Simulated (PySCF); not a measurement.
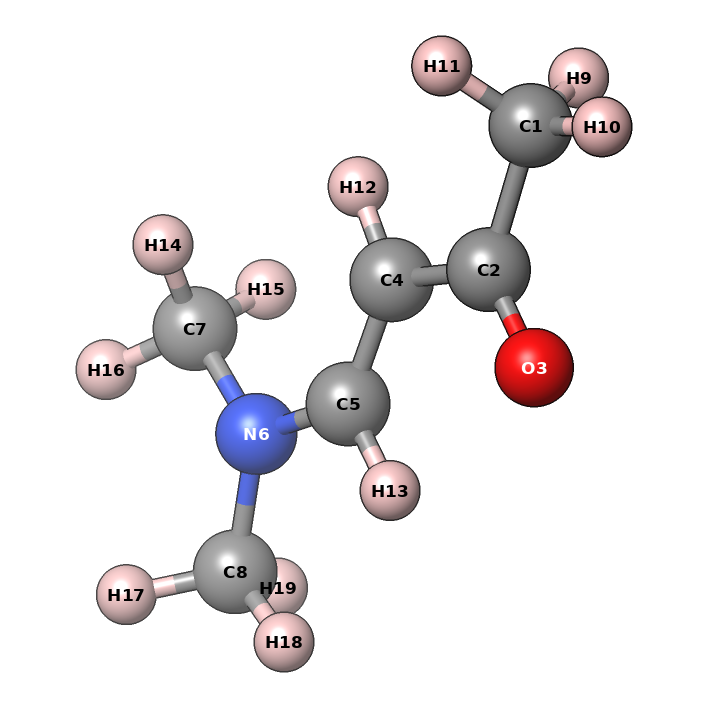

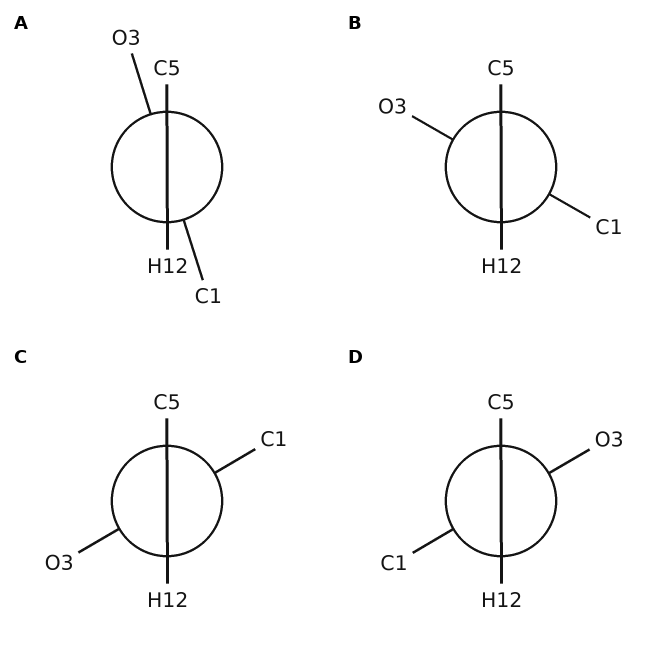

Distant atoms are faded towards the background colour. Bonds that would overlap in a projection are set slightly apart. Computed geometry: GFN2-xTB optimisation. No frequency run is at hand to confirm it as a minimum.

### Which Newman projection shows the view along C4–C2, with C4 in front?

A. The torsion angle C5–C4–C2–O3 is 0°, synperiplanar (eclipsed).
